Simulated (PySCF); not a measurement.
**Run report: InH2ClO, energy and gradient calculation**

System: InH2ClO.
Method: TPSS/def2-TZVP, RKS, core potentials def2-svp (PySCF 2.14.0).

The geometry comes from this level: PBE0-D4/def2-TZVP.

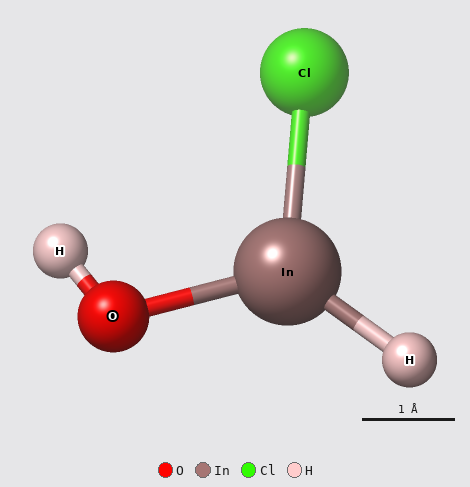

Figure 1. The structure (ball-and-stick view, seen at a tilt). Sticks mark near contacts. Bond lengths as drawn: Cl–In 2.33 Å, H–In 1.69 Å, H–O 0.96 Å and In–O 1.97 Å.

**Input file (calc.py)**
```python
from pyscf import gto, dft

system = gto.Mole()
system.atom = '''
O     -1.390100     0.131800    -0.577000
In     0.449500     0.401800     0.067200
Cl     1.287900    -1.597300     0.930400
H     -1.681700    -0.774800    -0.447000
H      1.334300     1.838500     0.026500
'''
system.basis = 'def2-tzvp'
system.verbose = 3
system.charge = 0
system.max_memory = 1860
system.ecp = {'In': 'def2-svp'}
system.spin = 0
system.build()

mf = dft.RKS(system)
mf.xc = 'tpss'
mf.conv_tol = 1e-10
mf.grids.level = 5
mf.kernel()
if not mf.converged:
    mf = mf.newton().run(mf.mo_coeff, mf.mo_occ)

energy = mf.e_tot
print('E = %.10f Eh' % energy)
grad = mf.nuc_grad_method().kernel()
mf.analyze()
```

Machine: 1 thread of Intel Xeon @ 2.50GHz (Skylake/Cascade Lake), 189 GiB of memory available, shared host.

Launch command:
```bash
OMP_NUM_THREADS=1 python calc.py
```

**Output**
```
converged SCF energy = -726.822512882033
E = -726.8225128820 Eh
--------------- RKS gradients ---------------
         x                y                z
0 O     0.0048644743    -0.0084402581     0.0041605294
1 In    -0.0042352277    -0.0033071679    -0.0007678336
2 Cl    -0.0020982593     0.0044613771    -0.0020194466
3 H     0.0024709887     0.0090288894    -0.0014600921
4 H    -0.0010256360    -0.0017277113     0.0000670266
----------------------------------------------
**** MO energy ****
MO #1   energy= -100.967261329892  occ= 2
MO #2   energy= -18.8806069260536  occ= 2
MO #3   energy= -9.21801781536246  occ= 2
MO #4   energy= -6.99400945589676  occ= 2
MO #5   energy= -6.9893730852325   occ= 2
MO #6   energy= -6.98857245119926  occ= 2
MO #7   energy= -4.53978908643447  occ= 2
MO #8   energy= -2.97923977749449  occ= 2
MO #9   energy= -2.97003694416248  occ= 2
MO #10  energy= -2.96658713269677  occ= 2
MO #11  energy= -0.91231616353619  occ= 2
MO #12  energy= -0.757714079531076 occ= 2
MO #13  energy= -0.722397238152441 occ= 2
MO #14  energy= -0.721222391717988 occ= 2
MO #15  energy= -0.718537008256791 occ= 2
MO #16  energy= -0.714696922320766 occ= 2
MO #17  energy= -0.691914436500382 occ= 2
MO #18  energy= -0.439864156607591 occ= 2
MO #19  energy= -0.377814659614645 occ= 2
MO #20  energy= -0.318868237806364 occ= 2
MO #21  energy= -0.290509551976316 occ= 2
MO #22  energy= -0.286480673342268 occ= 2
MO #23  energy= -0.269366399815409 occ= 2
MO #24  energy= -0.267085767086691 occ= 2
MO #25  energy= -0.0786356880136272 occ= 0
MO #26  energy= -0.0745513176804279 occ= 0
MO #27  energy= -0.0104011064048317 occ= 0
MO #28  energy= 0.0320756000368989 occ= 0
MO #29  energy= 0.0597446758556363 occ= 0
MO #30  energy= 0.0609449306407452 occ= 0
MO #31  energy= 0.0945820163136052 occ= 0
MO #32  energy= 0.109369002296397  occ= 0
MO #33  energy= 0.136193737154543  occ= 0
MO #34  energy= 0.143089842472691  occ= 0
MO #35  energy= 0.17847556031173   occ= 0
MO #36  energy= 0.186543890792942  occ= 0
MO #37  energy= 0.217176546515184  occ= 0
MO #38  energy= 0.250994050716504  occ= 0
MO #39  energy= 0.315365251266919  occ= 0
MO #40  energy= 0.34049545741639   occ= 0
MO #41  energy= 0.351438496593309  occ= 0
MO #42  energy= 0.365189439978828  occ= 0
MO #43  energy= 0.395121756042689  occ= 0
MO #44  energy= 0.400744456293841  occ= 0
MO #45  energy= 0.418852213028312  occ= 0
MO #46  energy= 0.43904805848459   occ= 0
MO #47  energy= 0.460188065163608  occ= 0
MO #48  energy= 0.477406709575682  occ= 0
MO #49  energy= 0.497647228029828  occ= 0
MO #50  energy= 0.504852936369456  occ= 0
MO #51  energy= 0.511491813451949  occ= 0
MO #52  energy= 0.544653415766435  occ= 0
MO #53  energy= 0.615151201782996  occ= 0
MO #54  energy= 0.631919742656829  occ= 0
MO #55  energy= 0.633438563344082  occ= 0
MO #56  energy= 0.720363142709508  occ= 0
MO #57  energy= 0.761229603645161  occ= 0
MO #58  energy= 0.787430665270352  occ= 0
MO #59  energy= 0.811770534994663  occ= 0
MO #60  energy= 0.84332568516434   occ= 0
MO #61  energy= 0.844122968160964  occ= 0
MO #62  energy= 0.885453471482646  occ= 0
MO #63  energy= 0.886964279200183  occ= 0
MO #64  energy= 0.914959521846486  occ= 0
MO #65  energy= 0.921872147958421  occ= 0
MO #66  energy= 1.03918256029314   occ= 0
MO #67  energy= 1.07772008676172   occ= 0
MO #68  energy= 1.21731396262489   occ= 0
MO #69  energy= 1.2642269476319    occ= 0
MO #70  energy= 1.45255792708515   occ= 0
MO #71  energy= 1.5985905640342    occ= 0
MO #72  energy= 1.68723233282459   occ= 0
MO #73  energy= 1.7239344379201    occ= 0
MO #74  energy= 1.73470849891339   occ= 0
MO #75  energy= 1.74119871712981   occ= 0
MO #76  energy= 1.74696113088424   occ= 0
MO #77  energy= 1.76901945598144   occ= 0
MO #78  energy= 1.82416171833058   occ= 0
MO #79  energy= 1.85373279476607   occ= 0
MO #80  energy= 1.88146636990858   occ= 0
MO #81  energy= 1.97447296763635   occ= 0
MO #82  energy= 2.02821069412688   occ= 0
MO #83  energy= 2.05497627415958   occ= 0
MO #84  energy= 2.05543838078018   occ= 0
MO #85  energy= 2.07134269550299   occ= 0
MO #86  energy= 2.08334663874533   occ= 0
MO #87  energy= 2.12177452688358   occ= 0
MO #88  energy= 2.128413995264     occ= 0
MO #89  energy= 2.1310221311047    occ= 0
MO #90  energy= 2.17400574665033   occ= 0
MO #91  energy= 2.18156554865596   occ= 0
MO #92  energy= 2.22724739152436   occ= 0
MO #93  energy= 2.23061780499954   occ= 0
MO #94  energy= 2.23571414017957   occ= 0
MO #95  energy= 2.25106593444117   occ= 0
MO #96  energy= 2.28279502384813   occ= 0
MO #97  energy= 2.30677850618617   occ= 0
MO #98  energy= 2.32462274530469   occ= 0
MO #99  energy= 2.32572405997794   occ= 0
MO #100 energy= 2.53624944495146   occ= 0
MO #101 energy= 2.56985818795917   occ= 0
MO #102 energy= 2.60344909111639   occ= 0
MO #103 energy= 2.65324843082203   occ= 0
MO #104 energy= 2.81439268511268   occ= 0
MO #105 energy= 2.86369016560757   occ= 0
MO #106 energy= 3.09305901438664   occ= 0
MO #107 energy= 3.4859036311059    occ= 0
MO #108 energy= 3.7767660265545    occ= 0
MO #109 energy= 5.12601643987795   occ= 0
MO #110 energy= 5.14483692596832   occ= 0
MO #111 energy= 5.16884603574986   occ= 0
MO #112 energy= 5.19040167188825   occ= 0
MO #113 energy= 5.40381375475252   occ= 0
MO #114 energy= 5.4438724419117    occ= 0
MO #115 energy= 6.16336696120707   occ= 0
MO #116 energy= 6.29602364291939   occ= 0
MO #117 energy= 6.37542405308186   occ= 0
MO #118 energy= 6.4252475585343    occ= 0
MO #119 energy= 6.68816391336527   occ= 0
MO #120 energy= 7.00178651518742   occ= 0
MO #121 energy= 10.6253027285115   occ= 0
MO #122 energy= 10.6394481548656   occ= 0
MO #123 energy= 10.8014180982757   occ= 0
MO #124 energy= 24.8684279957381   occ= 0
MO #125 energy= 37.8559489459649   occ= 0
MO #126 energy= 38.6706151083157   occ= 0
MO #127 energy= 38.9422845815382   occ= 0
MO #128 energy= 39.0145677575458   occ= 0
MO #129 energy= 43.3381801817031   occ= 0
MO #130 energy= 125.120261048422   occ= 0
 ** Mulliken atomic charges  **
charge of    0O =     -1.08904
charge of    1In =      1.95648
charge of    2Cl =     -0.76451
charge of    3H =      0.33645
charge of    4H =     -0.43937
Dipole moment(X, Y, Z, Debye):  0.14000,  1.24204, -0.27870
```

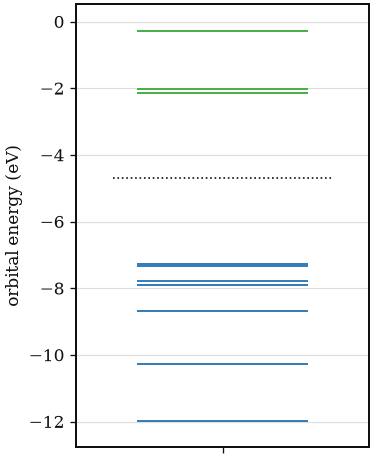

Figure 2. Orbital energies near the frontier; the dotted line parts filled from empty levels, and levels within 0.02 eV of each other stand side by side. Highest filled −7.27 eV, lowest empty −2.14 eV, 5.13 eV apart.

**Results in brief**

```json
{"quantity": "outcome", "value": "converged"}
{"quantity": "total energy", "value": "−726.822513 hartree"}
{"quantity": "basis functions", "value": "130"}
{"quantity": "largest force", "value": "0.545 eV/Å"}
{"quantity": "HOMO", "value": "−7.27 eV"}
{"quantity": "LUMO", "value": "−2.14 eV"}
{"quantity": "dipole moment", "value": "1.28 D"}
{"quantity": "wall time", "value": "3.3 min"}
{"quantity": "peak memory", "value": "1.4 GiB"}
```
